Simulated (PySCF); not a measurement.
**singlet Si2H5O−: levels of theory compared**

Wanted: a comparison of 6 runs (HF/STO-3G, HF/3-21G, B3LYP/6-31G*, B2PLYP/def2-SVPD, wB97X/def2-SVPD, SCS-MP2/def2-SVPD) of singlet Si2H5O−. 

Program for the calculation: PySCF 2.14.0.

2 further runs of the same task are left out: 2 set aside as unsound or not needed.

## (1) The structure to begin with

Si2H5O− has 8 atoms, charge -1, and is taken as a singlet. As SMILES of the parent species, `O[SiH][SiH3]`. Geometry: relaxed at PBE0-D4/def2-TZVP. This is one conformer, not always the lowest. That shape belongs to the parent species and isn't relaxed for this state.

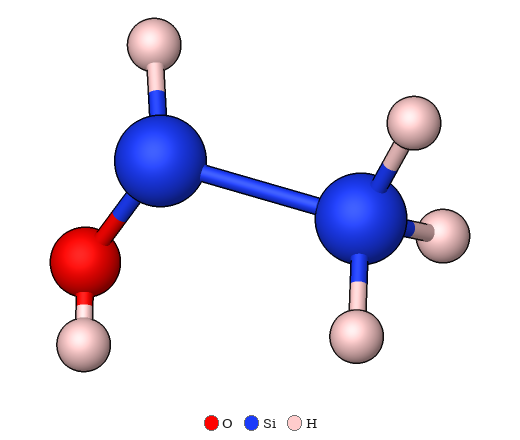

Viewed from a chosen angle; oxygen red, silicon blue, hydrogen pink.

## (2) The energy at HF/STO-3G (run 1)

File mol.xyz:

```xyz
8

O     -0.929000     0.938400    -1.717100
Si     0.090400     1.134000    -0.425000
Si     0.314200    -0.774200     0.917600
H     -1.805900     0.598400    -1.530300
H      1.378700     1.582300    -1.024400
H      1.190000    -0.426800     2.069000
H      0.883900    -1.960400     0.216700
H     -1.030200    -1.148700     1.437600
```

File calc.py:

```python
from pyscf import gto, scf

mol = gto.Mole()
mol.atom = 'mol.xyz'
mol.basis = 'sto-3g'
mol.spin = 0
mol.verbose = 4
mol.max_memory = 1860
mol.charge = -1
mol.build()

mf = scf.RHF(mol)
mf.conv_tol = 1e-10
mf.kernel()
if not mf.converged:
    mf = mf.newton().run(mf.mo_coeff, mf.mo_occ)

e_tot = mf.e_tot
print('E(%s) = %.9f' % ('HF', e_tot))
```

Launch:

```sh
OMP_NUM_THREADS=1 python calc.py
```

The program printed:

```text
PySCF version 2.14.0

[... 60 lines left out ...]
converged SCF energy = -647.714023158635
E(HF) = -647.714023159
```

Run time: 0.81 s. Hardware: 1 thread of Intel Xeon at 2.70GHz, shared host; peak memory 0.1 GiB.

## (3) A single-point energy at HF/3-21G (run 2)

File run.py:

```python
from pyscf import gto, scf

mol = gto.M(
    atom='''
O   -0.929000   0.938400  -1.717100
Si   0.090400   1.134000  -0.425000
Si   0.314200  -0.774200   0.917600
H   -1.805900   0.598400  -1.530300
H    1.378700   1.582300  -1.024400
H    1.190000  -0.426800   2.069000
H    0.883900  -1.960400   0.216700
H   -1.030200  -1.148700   1.437600
''',
    verbose=4,
    max_memory=1860,
    basis='3-21g',
    charge=-1,
    spin=0,
)

mf = scf.RHF(mol)
mf.conv_tol = 1e-10
mf.kernel()
if not mf.converged:
    mf = mf.newton().run(mf.mo_coeff, mf.mo_occ)

energy = mf.e_tot
print('E(%s) = %.9f' % ('HF', energy))
```

Launch:

```sh
OMP_NUM_THREADS=1 python run.py
```

The program printed:

```text
PySCF version 2.14.0

[... 64 lines left out ...]
converged SCF energy = -652.104549605269
E(HF) = -652.104549605
```

Run time: 0.85 s. Hardware: 1 thread of Intel Xeon at 2.70GHz, shared host; peak memory 0.1 GiB.

Runs 3 to 5 aren't shown in full; the table further down has their settings and results.

## (4) The energy at SCS-MP2/def2-SVPD (run 6)

File input.py:

```python
from pyscf import gto, mp

mol = gto.M(
    atom=[
    ('O', (-0.929000, 0.938400, -1.717100)),
    ('Si', (0.090400, 1.134000, -0.425000)),
    ('Si', (0.314200, -0.774200, 0.917600)),
    ('H', (-1.805900, 0.598400, -1.530300)),
    ('H', (1.378700, 1.582300, -1.024400)),
    ('H', (1.190000, -0.426800, 2.069000)),
    ('H', (0.883900, -1.960400, 0.216700)),
    ('H', (-1.030200, -1.148700, 1.437600)),
],
    charge=-1,
    max_memory=1860,
    basis='def2-svpd',
    verbose=3,
)

mf = mol.RHF()
mf.conv_tol = 1e-10
mf.kernel()
if not mf.converged:
    mf = mf.newton().run(mf.mo_coeff, mf.mo_occ)

pt = mp.MP2(mf, frozen=11).run()
etot = mf.e_tot + 1.2 * pt.e_corr_os + pt.e_corr_ss / 3
print('E(%s) = %.9f' % ('SCS-MP2', etot))
```

Launch:

```sh
OMP_NUM_THREADS=1 python input.py
```

The program printed:

```text
converged SCF energy = -655.38421812721
E(RMP2) = -655.808618208649  E_corr = -0.424400081438352
E(SCS-RMP2) = -655.81280583017  E_corr = -0.428587702959861
E(SCS-MP2) = -655.812805830
```

Wall time 3.6 s (1 thread of Intel Xeon at 2.70GHz, shared host); peak memory 0.31 GiB.

## (5) The series

```tsv
run	level	integration grid	frozen core orbitals	energy (Eh)	HOMO energy (eV)	LUMO energy (eV)	HOMO–LUMO gap (eV)	wall time
1	HF/STO-3G	–	–	-647.714023	4.70	18.85	14.15	0.81 s
2	HF/3-21G	–	–	-652.104550	-0.34	8.82	9.16	0.85 s
3	B3LYP/6-31G* (spherical functions)	5	–	-657.201799	1.83	5.11	3.28	15 s
4	B2PLYP/def2-SVPD	5	11	-656.663242	0.48	4.83	4.35	26 s
5	wB97X/def2-SVPD	5	–	-656.956939	-0.90	5.78	6.68	39 s
6	SCS-MP2/def2-SVPD	–	11	-655.812806	-0.64	5.98	6.62	3.6 s
```

## (6) Results

| quantity | value |
| --- | --- |
| run 6: total energy | -655.81281 Eh |
| run 6: HOMO energy (Hartree–Fock orbitals) | -0.64 eV |
| run 6: LUMO energy (Hartree–Fock orbitals) | 5.98 eV |
| run 6: HOMO–LUMO gap (to an unbound level, set by the basis) | 6.62 eV |
| run 6: correlation energy (11 core orbitals frozen) | -428.6 mEh |

In words: Over runs 1, 2, 3, 4, 5 the HOMO–LUMO gap runs from 3.28 eV (B3LYP/6-31G*) to 14.15 eV (HF/STO-3G). The two ends differ in method and basis. The empty levels of an anion lie above zero and hang on the basis. Totals of different functionals can't be ranked against each other. In runs 1, 3, 4 the HOMO lies above zero, so the outermost electron may be held by the basis alone. In run 1 the basis is minimal, so the values are rough. All runs together took 85 s, the longest 39 s.
